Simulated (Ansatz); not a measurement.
Run report: GeH₆S, single-point calculation

System: GeH₆S.
Method: RKS PBE0-D4/def2-TZVPP (Ansatz 0.2.0).

The geometry is a transition state. The reaction was set up to form Ge1–S7 and H2–H6 and to break Ge1–H2 and H6–S7 (atoms counted from 1 in the order of the input); sticks are drawn by distance alone. The geometry comes from this level: PBE0-D4/def2-TZVP.

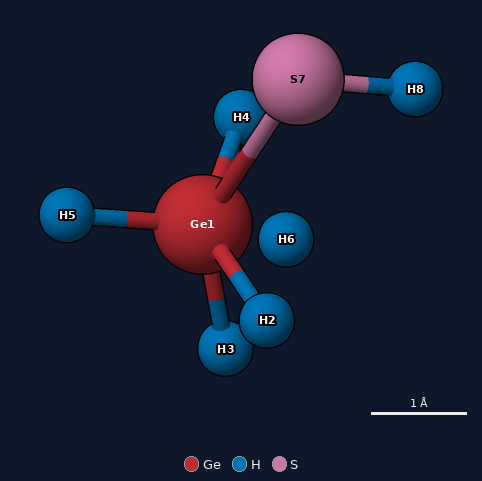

*The structure as given in the input (ball-and-stick view, seen at a tilt; atoms are numbered from 1 in the order of the input). Sticks mark near contacts.*

Bond lengths as drawn: Ge–H 1.53 to 1.83 Å, Ge–S 2.65 Å and H–S 1.34 Å.

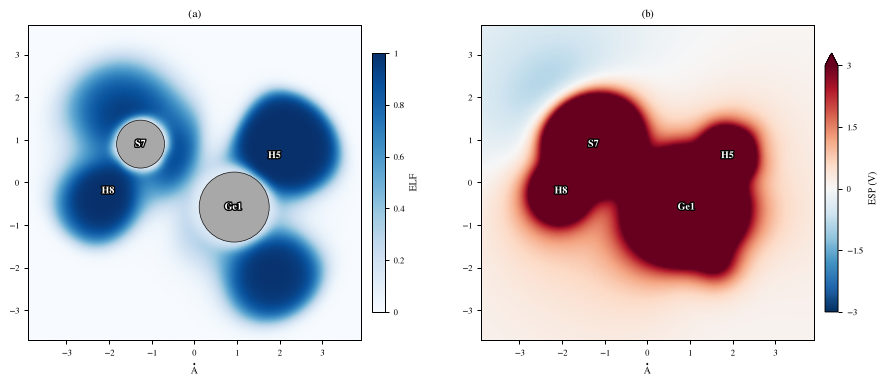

*(a) electron localisation function; (b) molecular electrostatic potential on the plane of atoms H5, Ge1 and S7. Grey discs, where drawn, cover atomic cores.*

The plane passes through Ge, H and S nuclei. Ge–S (2.65 Å): the ELF peaks at about 0.85 in the valence shell of S, 0.9 Å from its nucleus, and is about 0.60 at the midpoint. S–H (1.34 Å): the ELF climbs to about 1 towards the hydrogen, as it does in any bond to H. Ge–H (1.53 Å): the ELF climbs to about 1 towards the hydrogen.

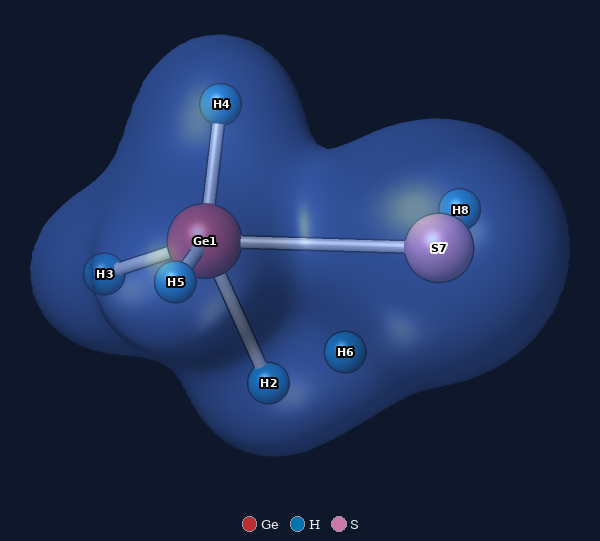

*Isosurface of the electron density at 0.1 e/Å³ (blue), seen face on.*

At this value the surface is in one piece. On the grid the lowest density along these lines, outside the cores, is 0.37 e/Å³ (Ge···H, 2.02 Å), 0.32 e/Å³ (Ge–S, 2.65 Å), 1.4 e/Å³ (S–H, 1.34 Å) and 0.93 e/Å³ (Ge–H, 1.53 Å).

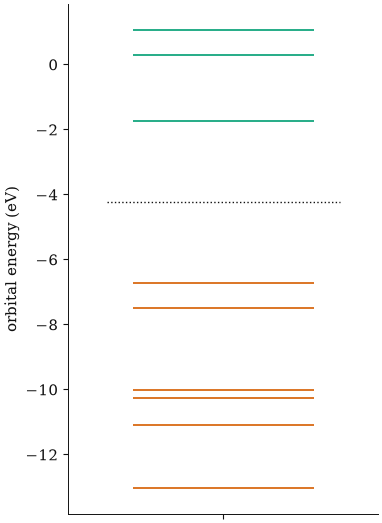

*Orbital energies near the frontier; the dotted line parts filled from empty levels, and levels within 0.02 eV of each other stand side by side.*

Highest filled −6.73 eV, lowest empty −1.73 eV, 5.00 eV apart.

The input and output of the run follow.

Input file:
```yaml
crystal:
  periodic: [false, false, false]
  atoms:
    - {symbol: Ge, position_ang: [-0.710170, -0.449758, -0.143040]}
    - {symbol: H, position_ang: [1.012653, -0.712616, -0.715612]}
    - {symbol: H, position_ang: [-1.042268, -0.994688, -1.558239]}
    - {symbol: H, position_ang: [-1.736412, 0.679285, 0.085526]}
    - {symbol: H, position_ang: [-0.721462, -1.546396, 0.919218]}
    - {symbol: H, position_ang: [1.266628, -0.068655, -0.021420]}
    - {symbol: S, position_ang: [0.988833, 1.074977, 1.194682]}
    - {symbol: H, position_ang: [0.942297, 2.017952, 0.238984]}
basis:
  gaussian: {orbitals: def2-TZVPP}
hamiltonian: {xc: pbe0, dispersion: d4}
output: {orbitals: {seedname: orbitals}}
```

Command:
```bash
ansatz run in.yaml --threads 2 --pin off --events-out ev --progress --plain --max-ram 4352MiB
```

What the program printed:
```
Functional definition: PBE0
  name "PBE0"
  cite "Adamo & Barone, J. Chem. Phys. 110, 6158 (1999) doi:10.1063/1.478522"
  cite "Perdew, Burke & Ernzerhof, Phys. Rev. Lett. 77, 3865 (1996) doi:10.1103/PhysRevLett.77.3865"
  parent pbe
  parameter a = 0.25
  parameter kappa = 0.804
  parameter beta = 0.06672455060314922
  exchange = (1 - a)*pbe_x(kappa = kappa, mu = beta*pi^2/3) + a*exact_x
  correlation = pbe_c(beta = beta)
1070 factors; their error is unknown
mean field evaluation 1: about -67436.9589 eV, gradient 2.2e1 eV
mean field evaluation 2: about -67436.7219 eV, gradient 2.6e1 eV
mean field evaluation 4: about -67437.7338 eV, gradient 1.4e0 eV
mean field evaluation 8: about -67438.0195 eV, gradient 2.5e-1 eV
mean field evaluation 16: about -67438.0196 eV, gradient 2.3e-5 eV
mean field -67438.01955130 eV, -2478.3015073790 hartree, gradient 2.3e-5 eV, S^2 0.000000; 0 other end points of the search recorded, 0 dependent functions left out
reference -67438.01957841 eV, -2478.3015083753 hartree; 27, 27 occupied and 147, 147 virtual orbitals, 1070 factors
Total energy: -67438.13438627 eV, -2478.3057274862 hartree
```

Summary:

| quantity | value |
| --- | --- |
| outcome | converged |
| total energy | −67438.1344 eV |
| mean-field energy | −67438.0196 eV |
| dispersion energy | −0.1148 eV |
| SCF solution under orbital rotations | stable |
| HOMO | −6.73 eV |
| LUMO | −1.73 eV |
| hardware | 2 CPU threads, shared host |
| wall time | 2.4 s (CPU time 4.5 s) |
| peak memory | 0.37 GiB |
